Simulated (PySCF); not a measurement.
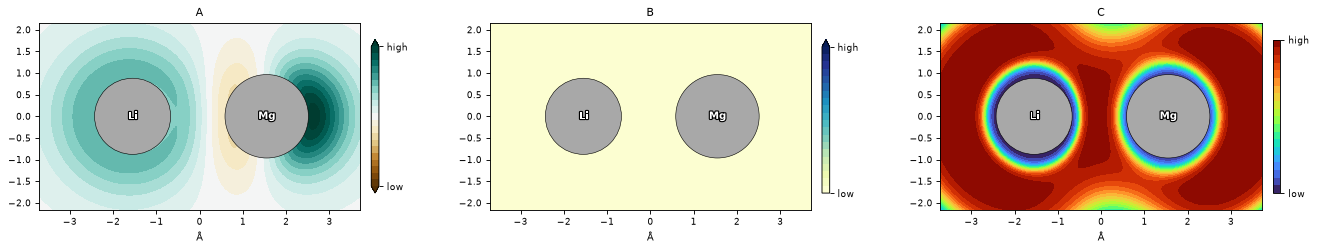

LiMg (doublet): 3 fields on a plane that holds the molecular axis, with unlabelled colour scales. Grey discs cover the atomic cores.

Theory: PySCF, PBE0/cc-pVDZ(-PP), non-relativistic Hamiltonian with scalar-relativistic core potentials where named, at a bond length of 3.099 Å.

Question: Which field does each panel show? The fields are: electron density, electron localisation function and spin density.

Answer: Panel A: spin density (confined to the atoms that carry the unpaired spin). Panel B: electron density. Panel C: electron localisation function. From the grid: Li–Mg (3.10 Å): the density is about 0.09 e/Å³ at the midpoint; the ELF peaks at about 1 between the atoms.
